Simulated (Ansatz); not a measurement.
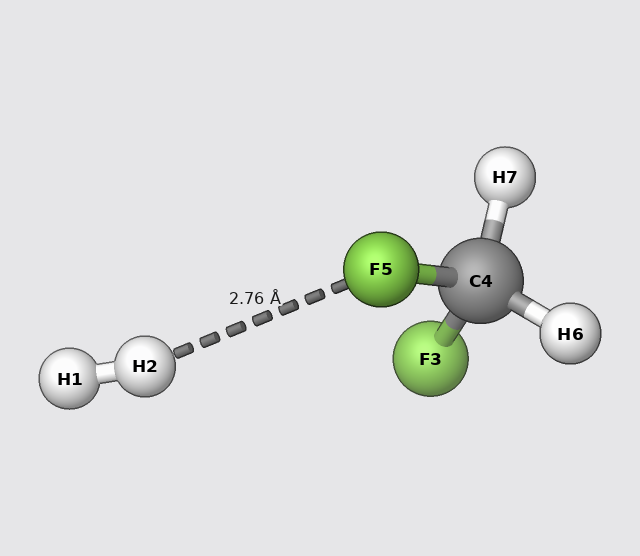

Two molecules or ions; the broken line marks their closest contact (measured against van der Waals radii). Geometry: a pair of rigid molecules at a changed separation. Program: Ansatz 0.2.0.

**Which two species are they?**

H2 and CH2F2 (`FCF.[H][H]`).

Give the counterpoise-corrected interaction energy (kcal/mol, monomers kept as in the pair) with RHF-CCSD(T) (frozen core)/def2-TZVPPD; PBE0-D4/def2-TZVPPD; PBE-D4/def2-TZVPPD; ωB97M-V/def2-TZVPPD; B3LYP-D4/def2-TZVPPD; r2SCAN-D4/def2-TZVPPD.

| level | interaction energy (kcal/mol) |
| --- | --- |
| RHF-CCSD(T) (frozen core)/def2-TZVPPD | −0.3 |
| PBE0-D4/def2-TZVPPD | −0.4 |
| PBE-D4/def2-TZVPPD | −0.5 |
| ωB97M-V/def2-TZVPPD | −0.3 |
| B3LYP-D4/def2-TZVPPD | −0.2 |
| r2SCAN-D4/def2-TZVPPD | −0.2 |
